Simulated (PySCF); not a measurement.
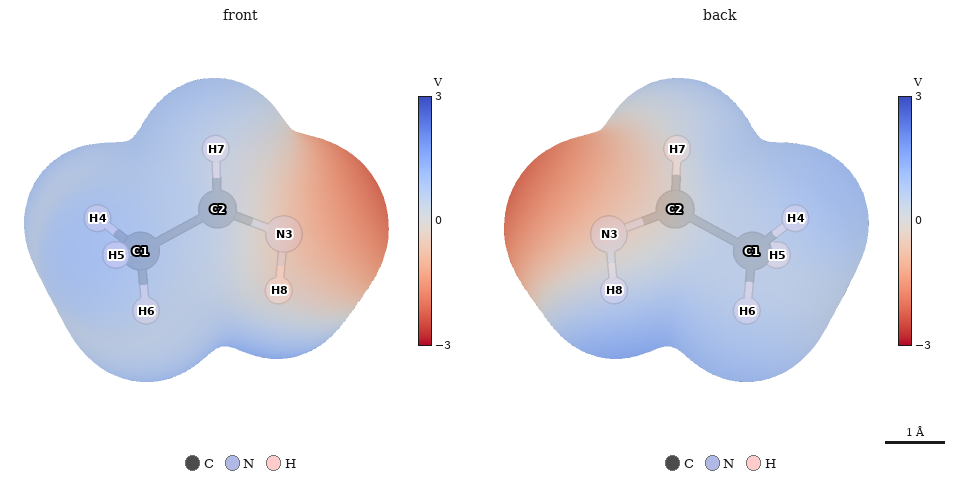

The picture shows: C$_{2}$H$_{5}$N (ethanimine). The electrostatic potential painted on the density surface at 0.002 e/bohr³, seen from the front and from behind; red is negative and blue positive.

Geometry: PBE0-D3(BJ)/def2-SVP.

Level of theory: PySCF, DFT single point, gas phase, functional wB97X.

The calculation's input:

```
{"job": {"kind": "sp", "xc": "wB97X", "basis": "ma-def2-TZVP", "d3": "d3bj", "grid": 2}, "charge": 0, "multiplicity": 1}
C      0.806213    -0.153048     0.050665
C     -0.523544     0.524463    -0.066697
N     -1.673407    -0.005894    -0.105206
H      1.339450     0.200790     0.948374
H      1.443638     0.100123    -0.812488
H      0.702754    -1.247321     0.107077
H     -0.483046     1.628010    -0.126394
H     -1.590128    -1.028622    -0.042535
```

Run with:

```sh
OMP_NUM_THREADS=1 python redox_run.py task.json out
```

Question: Where is the surface potential most negative and most positive?

Answer: The most negative region (about −2.1 V, or −48 kcal/mol for a unit charge) lies over N3, the most positive (about +1.4 V, or +32 kcal/mol for a unit charge) over H8. N3 is the likeliest acceptor of a hydrogen bond.

Question: What dipole moment does the calculation give?

Answer: Its dipole moment is 2.67 D.
